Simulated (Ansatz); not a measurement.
Strength of the O–Si bond: CH8O2Si2 → CH7OSi2 + OH

Species: CH8O2Si2 `O[SiH2]C[SiH2]O`, singlet; CH7OSi2 `O[SiH2]C[SiH2]`, doublet; OH, doublet. 

Shapes, held fixed at every level: PBE0-D4/def2-TZVP. Flexible molecules stand in one conformer, not always the lowest. Programs: Ansatz 0.2.0. Electronic energies: no zero-point or thermal term.

| level | kind | ΔE (kJ/mol) | less CCSD(T)/CBS estimate |
| --- | --- | --- | --- |
| HF/def2-TZVPP | Hartree–Fock | +413.1 | -150.6 |
| PBE-D4/def2-TZVPP | GGA | +543.4 | -20.3 |
| PBE0-D4/def2-TZVPP | global hybrid | +536.0 | -27.7 |
| B2PLYP/def2-TZVPP | double hybrid | +546.4 | -17.3 |
| CCSD(T)/def2-TZVPP | coupled cluster or CI | +547.3 | -16.4 |
| CCSD/def2-TZVPP | coupled cluster or CI | +537.1 | -26.6 |
| CCSD(T)/CBS estimate | coupled cluster or CI | +563.7 | 0.0 |

The highest level, CCSD(T)/CBS estimate, gives ΔE = +563.7 kJ/mol; the levels span +413.1 to +563.7. The column of differences is taken from that level and isn't an error. Hartree–Fock misses the correlation of the pair that is broken and comes out low. No measured value is set beside it here. Open shells run unrestricted. The CBS estimate extrapolates MP2 from def2-TZVPP and def2-QZVPP and adds CCSD(T) − MP2 in the triple-zeta set, cores frozen. CCSD(T)/CBS estimate lies outside the range of all other levels here, so it shouldn't be taken on trust.

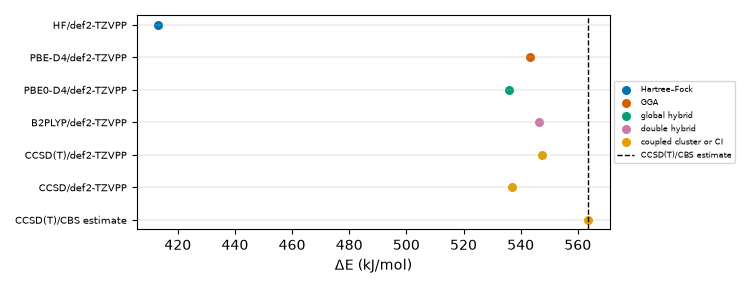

The values of the table, level by level.
